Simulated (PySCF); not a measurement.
**GeH2SO (SMILES [OH][Ge][SH]) at HF/ccECP-aug-cc-pVDZ (core potential)**

Aim: the energy difference between two shapes of GeH2SO at HF/ccECP-aug-cc-pVDZ (core potential), from 2 runs. Input form: a Python script.

The results are computed with PySCF 2.14.0.

8 further runs of the same task are left out: 4 that didn't finish, 4 set aside as unsound or not needed.

## 1. The system as given

The species is GeH2SO (5 atoms), meant as a singlet with charge 0. As SMILES, `[OH][Ge][SH]`. Geometry: relaxed at PBE0-D4/def2-TZVP. This is one conformer, not always the lowest.

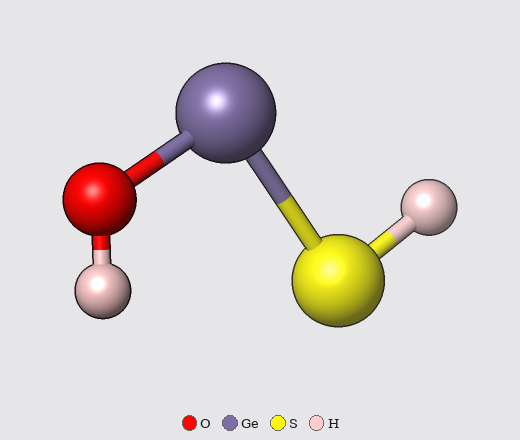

Viewed from a chosen angle; oxygen red, germanium purple, sulfur yellow, hydrogen pink.

## 2. The polarisability at HF/ccECP-aug-cc-pVDZ (core potential)

Contents of job.py:

```python
import numpy
from pyscf import gto, scf
from pyscf.prop.polarizability import rhf

mol = gto.M(
    atom='''
O       -1.346000      -1.001300       0.399800
Ge      -0.897400       0.628900      -0.164200
S        1.343300       0.336500      -0.206300
H       -0.632500      -1.625200       0.561400
H        1.582700       1.587400      -0.632100
''',
    spin=0,
    basis='ccecp-aug-cc-pvdz',
    charge=0,
    verbose=4,
    max_memory=1860,
    ecp={'O': 'ccecp', 'Ge': 'ccecp', 'S': 'ccecp', 'H': 'ccecp'},
)

mf = scf.RHF(mol)
mf.kernel()

energy = mf.e_tot
print(f'total energy: {energy:.8f} hartree')
pol = rhf.Polarizability(mf)
alpha = pol.polarizability()
print('isotropic polarizability %.4f bohr^3' % (numpy.trace(alpha) / 3))
alpha_w = pol.polarizability_with_freq(freq=0.0774)
beta = pol.hyper_polarizability()
```

Launch:

```console
$ OMP_NUM_THREADS=1 python job.py
```

The log of the run:

```text
PySCF version 2.14.0

[INPUT] num. atoms = 5
[INPUT] num. electrons = 18
[INPUT] charge = 0
[INPUT] spin (= nelec alpha-beta = 2S) = 0
[INPUT] symmetry False subgroup None
[INPUT] Mole.unit = angstrom
[INPUT] Symbol           X                Y                Z      unit          X                Y                Z       unit  Magmom
[INPUT]  1 O     -1.346000000000  -1.001300000000   0.399800000000 AA   -2.543571363665  -1.892182768527   0.755512504601 Bohr   0.0
[INPUT]  2 Ge    -0.897400000000   0.628900000000  -0.164200000000 AA   -1.695840224185   1.188448759739  -0.310293029654 Bohr   0.0
[INPUT]  3 S      1.343300000000   0.336500000000  -0.206300000000 AA    2.538469103128   0.635892840916  -0.389850499498 Bohr   0.0
[INPUT]  4 H     -0.632500000000  -1.625200000000   0.561400000000 AA   -1.195251773787  -3.071182897643   1.060892246331 Bohr   0.0
[INPUT]  5 H      1.582700000000   1.587400000000  -0.632100000000 AA    2.990869537349   2.999751250135  -1.194495883338 Bohr   0.0

nuclear repulsion = 28.3152252494487
number of shells = 34
number of NR pGTOs = 196
number of NR cGTOs = 82
basis = ccecp-aug-cc-pvdz
ecp = {'O': 'ccecp', 'Ge': 'ccecp', 'S': 'ccecp', 'H': 'ccecp'}

******** <class 'pyscf.scf.hf.RHF'> ********
method = RHF
initial guess = minao
damping factor = 0
level_shift factor = 0
DIIS = <class 'pyscf.scf.diis.CDIIS'>
diis_start_cycle = 1
diis_space = 8
diis_damp = 0
SCF conv_tol = 1e-09
SCF conv_tol_grad = None
SCF max_cycles = 50
direct_scf = True
direct_scf_tol = 1e-13
Set gradient conv threshold to 3.16228e-05
Initial guess from minao.
init E= -30.2033177303269
  HOMO = -0.267924264080818  LUMO = -0.0343400023411689  gap/eV = 6.35615
cycle= 1 E= -30.5739700580833  delta_E= -0.371  |g|= 0.574  |ddm|= 3.63
  HOMO = -0.358557437791572  LUMO = 0.0157582409339272  gap/eV = 10.18565
cycle= 2 E= -30.6231500525109  delta_E= -0.0492  |g|= 0.402  |ddm|=  1.4
  HOMO = -0.357848050151531  LUMO = 0.023531308438548  gap/eV = 10.37786
cycle= 3 E= -30.6575895797768  delta_E= -0.0344  |g|= 0.0455  |ddm|= 0.518
  HOMO = -0.358147605051865  LUMO = 0.0288284552523157  gap/eV = 10.53015
cycle= 4 E= -30.6586002949859  delta_E= -0.00101  |g|= 0.014  |ddm|= 0.124
  HOMO = -0.35801001889163  LUMO = 0.0284180698664915  gap/eV = 10.51524
cycle= 5 E= -30.6587534980665  delta_E= -0.000153  |g|= 0.00426  |ddm|= 0.0531
  HOMO = -0.358079380145496  LUMO = 0.028697803372685  gap/eV = 10.52474
cycle= 6 E= -30.6587723094045  delta_E= -1.88e-05  |g|= 0.00137  |ddm|= 0.0214
  HOMO = -0.35807254472138  LUMO = 0.0286122753416116  gap/eV = 10.52223
cycle= 7 E= -30.6587747051625  delta_E= -2.4e-06  |g|= 0.000345  |ddm|= 0.00821
  HOMO = -0.358040061139635  LUMO = 0.0286235930435059  gap/eV = 10.52165
cycle= 8 E= -30.6587748699932  delta_E= -1.65e-07  |g|= 8.98e-05  |ddm|= 0.00194
  HOMO = -0.358027173196788  LUMO = 0.0286212034688282  gap/eV = 10.52124
cycle= 9 E= -30.6587748805914  delta_E= -1.06e-08  |g|= 2.94e-05  |ddm|= 0.000422
  HOMO = -0.358026491930062  LUMO = 0.028619874592241  gap/eV = 10.52118
cycle= 10 E= -30.6587748818333  delta_E= -1.24e-09  |g|= 9.28e-06  |ddm|= 0.00014
  HOMO = -0.358025981389996  LUMO = 0.028619678235839  gap/eV = 10.52116
cycle= 11 E= -30.6587748819514  delta_E= -1.18e-10  |g|= 2.48e-06  |ddm|= 5.58e-05
  HOMO = -0.358025906056193  LUMO = 0.0286198530615982  gap/eV = 10.52117
Extra cycle  E= -30.6587748819553  delta_E= -3.93e-12  |g|= 1.22e-06  |ddm|= 8.14e-06
converged SCF energy = -30.6587748819553
total energy: -30.65877488 hartree
Isotropic polarizability 54.6853357814
Polarizability anisotropy 23.4828035876
isotropic polarizability 54.6853 bohr^3
```

It took 17 s on 1 thread of Intel Xeon Platinum 8488C (Sapphire Rapids), shared host; peak memory 0.15 GiB.

## 3. The distorted shape, same level

Contents of calc.py:

```python
import numpy
from pyscf import gto
from pyscf.prop.polarizability import rhf

mol = gto.M(
    atom='''
O     -1.454247    -0.951469     0.449332
Ge    -0.987366     0.655285    -0.342570
S      1.360844     0.353361    -0.253689
H     -0.647877    -1.750396     0.353231
H      1.716267     1.670126    -0.652143
''',
    ecp='ccecp',
    charge=0,
    verbose=4,
    spin=0,
    basis='ccecp-aug-cc-pvdz',
    max_memory=1860,
)

mf = mol.RHF()
mf.kernel()

e_final = mf.e_tot
print('Final energy', e_final)
pol = rhf.Polarizability(mf)
alpha = pol.polarizability()
print('isotropic polarizability %.4f bohr^3' % (numpy.trace(alpha) / 3))
alpha_w = pol.polarizability_with_freq(freq=0.0774)
beta = pol.hyper_polarizability()
```

Launch:

```console
$ OMP_NUM_THREADS=1 python calc.py
```

The log of the run:

```text
PySCF version 2.14.0

[INPUT] num. atoms = 5
[INPUT] num. electrons = 18
[INPUT] charge = 0
[INPUT] spin (= nelec alpha-beta = 2S) = 0
[INPUT] symmetry False subgroup None
[INPUT] Mole.unit = angstrom
[INPUT] Symbol           X                Y                Z      unit          X                Y                Z       unit  Magmom
[INPUT]  1 O     -1.454247000000  -0.951469000000   0.449332000000 AA   -2.748128547470  -1.798015826014   0.849114419003 Bohr   0.0
[INPUT]  2 Ge    -0.987366000000   0.655285000000  -0.342570000000 AA   -1.865851324707   1.238309183536  -0.647363478492 Bohr   0.0
[INPUT]  3 S      1.360844000000   0.353361000000  -0.253689000000 AA    2.571622458258   0.667755513102  -0.479402730815 Bohr   0.0
[INPUT]  4 H     -0.647877000000  -1.750396000000   0.353231000000 AA   -1.224310092405  -3.307769049534   0.667509848706 Bohr   0.0
[INPUT]  5 H      1.716267000000   1.670126000000  -0.652143000000 AA    3.243274586629   3.156080733515  -1.232371664052 Bohr   0.0

nuclear repulsion = 26.7350754951502
number of shells = 34
number of NR pGTOs = 196
number of NR cGTOs = 82
basis = ccecp-aug-cc-pvdz
ecp = ccecp

******** <class 'pyscf.scf.hf.RHF'> ********
method = RHF
initial guess = minao
damping factor = 0
level_shift factor = 0
DIIS = <class 'pyscf.scf.diis.CDIIS'>
diis_start_cycle = 1
diis_space = 8
diis_damp = 0
SCF conv_tol = 1e-09
SCF conv_tol_grad = None
SCF max_cycles = 50
direct_scf = True
direct_scf_tol = 1e-13
Set gradient conv threshold to 3.16228e-05
[... 1 set-up line as earlier in the session ...]
init E= -29.9549823613955
  HOMO = -0.273149457755575  LUMO = -0.0405372392761958  gap/eV = 6.32970
cycle= 1 E= -30.5194161372414  delta_E= -0.564  |g|= 0.613  |ddm|= 3.32
  HOMO = -0.33186878122771  LUMO = 0.0018998994733197  gap/eV = 9.08231
cycle= 2 E= -30.56571074829  delta_E= -0.0463  |g|= 0.497  |ddm|= 1.41
  HOMO = -0.357210918003026  LUMO = 0.0104576301458572  gap/eV = 10.00477
cycle= 3 E= -30.6195600025694  delta_E= -0.0538  |g|= 0.0513  |ddm|= 0.561
  HOMO = -0.360157434284211  LUMO = 0.0170971969121334  gap/eV = 10.26562
cycle= 4 E= -30.6208582012933  delta_E= -0.0013  |g|= 0.0179  |ddm|= 0.13
  HOMO = -0.35928517048306  LUMO = 0.0166032658205193  gap/eV = 10.22845
cycle= 5 E= -30.6211046243032  delta_E= -0.000246  |g|= 0.00553  |ddm|= 0.0602
  HOMO = -0.359573830968163  LUMO = 0.0169018080646475  gap/eV = 10.24442
cycle= 6 E= -30.6211373778882  delta_E= -3.28e-05  |g|= 0.00177  |ddm|= 0.0245
  HOMO = -0.359551121621495  LUMO = 0.0167899275364778  gap/eV = 10.24076
cycle= 7 E= -30.6211416087899  delta_E= -4.23e-06  |g|= 0.000471  |ddm|= 0.00971
  HOMO = -0.359509552636625  LUMO = 0.0168121071811842  gap/eV = 10.24023
cycle= 8 E= -30.6211419206903  delta_E= -3.12e-07  |g|= 0.000124  |ddm|= 0.00248
  HOMO = -0.359490938888395  LUMO = 0.0168093599861108  gap/eV = 10.23965
cycle= 9 E= -30.6211419410217  delta_E= -2.03e-08  |g|= 3.99e-05  |ddm|= 0.00055
  HOMO = -0.3594883344556  LUMO = 0.0168084862327278  gap/eV = 10.23956
cycle= 10 E= -30.6211419432366  delta_E= -2.21e-09  |g|= 1.22e-05  |ddm|= 0.000177
  HOMO = -0.359487567726487  LUMO = 0.0168083761776943  gap/eV = 10.23953
cycle= 11 E= -30.6211419434327  delta_E= -1.96e-10  |g|= 3.59e-06  |ddm|= 6.29e-05
  HOMO = -0.359487478048166  LUMO = 0.0168086923202486  gap/eV = 10.23954
Extra cycle  E= -30.6211419434413  delta_E= -8.54e-12  |g|= 1.95e-06  |ddm|= 1.08e-05
converged SCF energy = -30.6211419434413
Final energy -30.621141943441277
Isotropic polarizability 59.141131189
Polarizability anisotropy 26.8667327351
isotropic polarizability 59.1411 bohr^3
```

Wall time 17 s (1 thread of Intel Xeon Platinum 8488C (Sapphire Rapids), shared host); peak memory 0.16 GiB.

## 4. Summary of results

At HF/ccECP-aug-cc-pVDZ (core potential):

| quantity | value |
| --- | --- |
| first shape: total energy | -30.65877 Eh |
| first shape: dipole moment | 1.13 D |
| first shape: HOMO energy | -9.74 eV |
| first shape: LUMO energy | 0.78 eV |
| first shape: HOMO–LUMO gap | 10.52 eV |
| first shape: mean static polarisability | 54.7 bohr³ |
| first shape: mean polarisability at ω = 0.0774 Eh | 57.5 bohr³ |
| distorted shape: total energy | -30.62114 Eh |
| distorted shape: dipole moment | 1.56 D |
| distorted shape: HOMO energy | -9.78 eV |
| distorted shape: LUMO energy | 0.46 eV |
| distorted shape: HOMO–LUMO gap | 10.24 eV |
| distorted shape: mean static polarisability | 59.1 bohr³ |
| distorted shape: mean polarisability at ω = 0.0774 Eh | 62.4 bohr³ |
| energy change with the atoms displaced | 1.024 eV |

With the atoms displaced the energy rises by 1.02 eV (99 kJ/mol). The first shape isn't relaxed at this level, so the change isn't measured from a minimum. Mulliken charges (first shape) run from -0.64 on S3 to +0.72 on Ge2; in a basis this large or diffuse they mean little. Mulliken charges (distorted shape) run from -0.62 on S3 to +0.81 on Ge2; in a basis this large or diffuse they mean little.
